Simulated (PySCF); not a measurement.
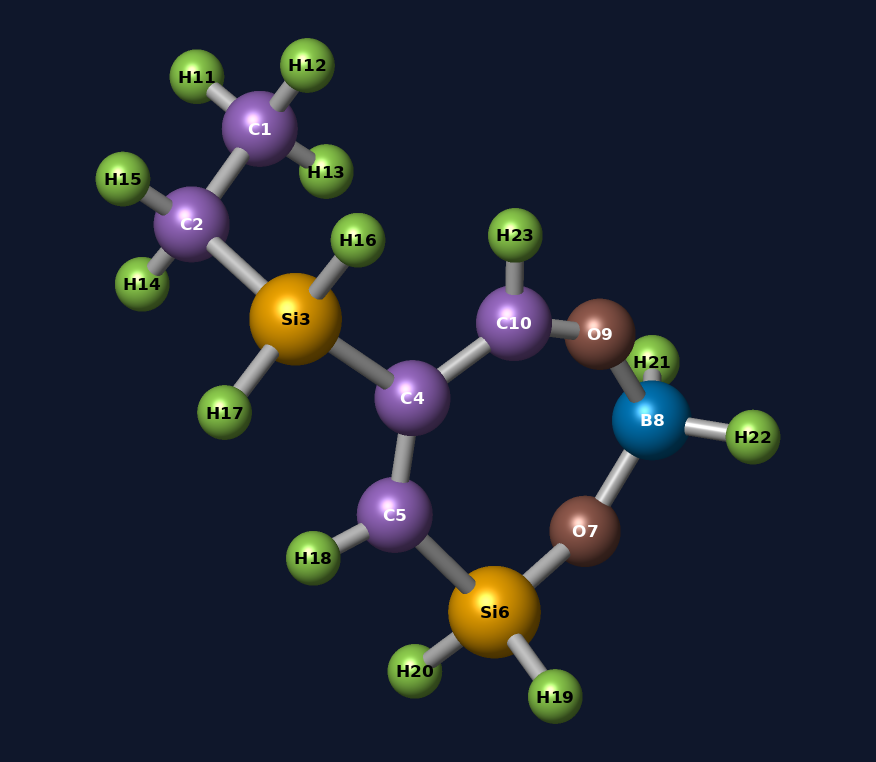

Every bond is drawn as one stick. The computed structure is the end point of a GFN2-xTB optimisation. No frequency run is at hand to confirm it as a minimum. Method: PBE0/pcSseg-1 (PySCF 2.14.0).

Which bond between heavy atoms has the highest Mayer bond order?

Answer. C4–C5, 1.77, at a length of 1.353 Å.

List the Mayer bond orders of C1–C2, C2–Si3, Si3–C4, C4–C5, C4–C10, C5–Si6, Si6–O7, O7–B8, B8–O9, O9–C10 (bonds between heavy atoms, one of each equivalent set).

```json
{"bond": "C1–C2", "Mayer order": "1.05", "length (Å)": "1.527"}
{"bond": "C2–Si3", "Mayer order": "0.93", "length (Å)": "1.906"}
{"bond": "Si3–C4", "Mayer order": "0.80", "length (Å)": "1.904"}
{"bond": "C4–C5", "Mayer order": "1.77", "length (Å)": "1.353"}
{"bond": "C4–C10", "Mayer order": "1.15", "length (Å)": "1.439"}
{"bond": "C5–Si6", "Mayer order": "0.77", "length (Å)": "1.899"}
{"bond": "Si6–O7", "Mayer order": "1.14", "length (Å)": "1.577"}
{"bond": "O7–B8", "Mayer order": "0.84", "length (Å)": "1.432"}
{"bond": "B8–O9", "Mayer order": "0.61", "length (Å)": "1.491"}
{"bond": "O9–C10", "Mayer order": "1.53", "length (Å)": "1.247"}
```

The geometry is semi-empirical. Around B, Si such bond lengths and angles can be off by a tenth of an ångström or more and by several degrees, and values that hang on the shape move with them.
